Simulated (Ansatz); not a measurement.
Fields on a plane of AlNi3 (Cu3Au type)

```xyz
4
Lattice="3.5668 0.0000 0.0000 0.0000 3.5668 0.0000 0.0000 0.0000 3.5668" Properties=species:S:1:pos:R:3 pbc="T T T"
Ni     0.0000     1.7834     1.7834
Ni     1.7834     1.7834     0.0000
Ni     1.7834     0.0000     1.7834
Al     0.0000     0.0000     0.0000
```

The slice is a {210} plane (indices of the conventional cell) through the point (0.000, 0.000, 0.000) (fractional), spanned by u = [100] and v = [021] in vectors of this cell: u (3.57 Å) and v (7.98 Å, at 90° to u). It covers one period; positions are fractions (u, v).

Atoms on it: Ni at (0.50, 0.50); Al at (0.00, 0.00). Other atoms lie within 1 Å of the plane.

Method: PBE (plane waves to 420 eV, PAW, scalar-relativistic; Ansatz, a first-principles code). k mesh 13×13×13. Inside the PAW spheres the values are not all-electron values, and peaks at nuclei hang on which shells count as valence. AlNi3 was relaxed with its symmetry unable to fall. Relaxed AlNi3 ends ferromagnetic. Other magnetic orders were not checked, so this need not be the ground state.

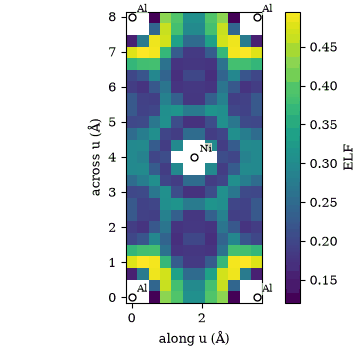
Fig. 1. Electron localisation function (ELF), one period of the plane, atoms marked. Points within 0.5 Å of a nucleus are left white, as the pseudised field means little there.

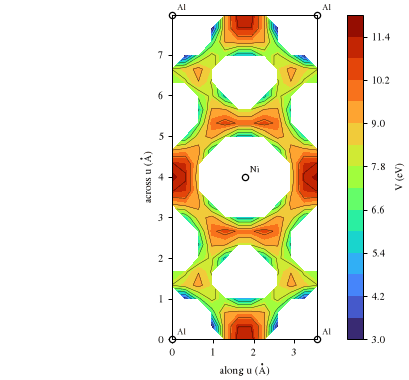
Figure: Electrostatic potential energy of an electron, from the cell's mean, in eV, one period of the plane, atoms marked. Points within 1 Å of a nucleus are left white, as the pseudised field means little there. Values under 3 eV are set to 3. The zero, the cell's mean, hangs on the PAW cores.
